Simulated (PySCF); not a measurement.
```xyz
18

C    -0.5637   -1.8578   -0.0661
C    -1.0500   -0.6250   -0.0850
C    -2.5121   -0.3721   -0.3030
Si    0.0398    0.8875    0.2013
N    -0.2446    1.9889   -1.0949
O     1.6178    0.5169    0.1556
Si    2.9577   -0.1985   -0.3905
H     0.4860   -2.0445    0.0900
H    -1.1863   -2.7299   -0.2086
H    -2.6586    0.1766   -1.2325
H    -2.9127    0.2369    0.5063
H    -3.0747   -1.3023   -0.3571
H    -0.1185    1.4195    1.5620
H     0.4103    2.7433   -1.2269
H    -1.1822    2.3140   -1.2614
H     2.6719   -0.9541   -1.6096
H     3.9065    0.8847   -0.6467
H     3.4045   -1.0778    0.6905
```

Geometry: GFN2-xTB.

Level of theory: PBE0/pcSseg-1, SCF density, gas phase, non-relativistic in PySCF 2.14.0.

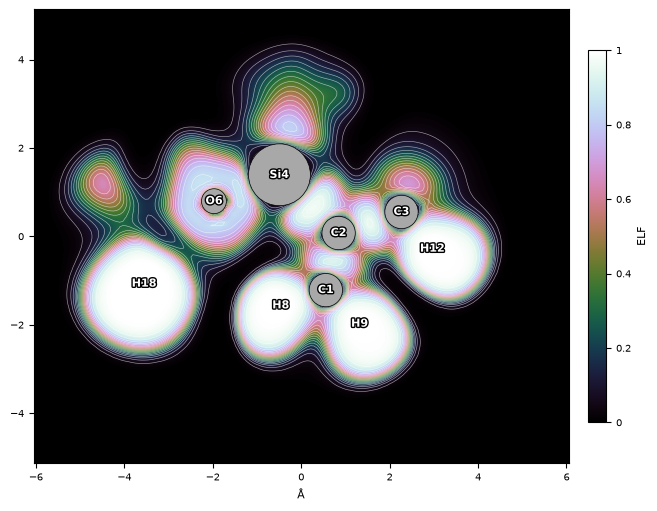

C3H11NOSi2. ELF on the plane of atoms C2, C3 and H12. Grey discs cover the atomic cores.

Read the bonding off the picture.

Answer.
- The section cuts through C, Si, O and H sites.
- C–C (1.33 Å): the ELF peaks at about 0.95 between the atoms: a multiple bond.
- Si–O (1.62 Å): the ELF peaks at about 0.85 between the atoms, as expected for a polar covalent bond.
- C–Si (1.89 Å): the ELF peaks at about 1 between the atoms; a covalent bond.
- C–C (1.50 Å): the ELF peaks at about 0.95 between the atoms: a shared electron pair.
- C–H (1.08 Å): the ELF climbs to about 1 towards the hydrogen, as it does in any bond to H: an ordinary covalent bond to hydrogen.
- The ELF also peaks beside O6, away from the bonds: lone-pair regions.
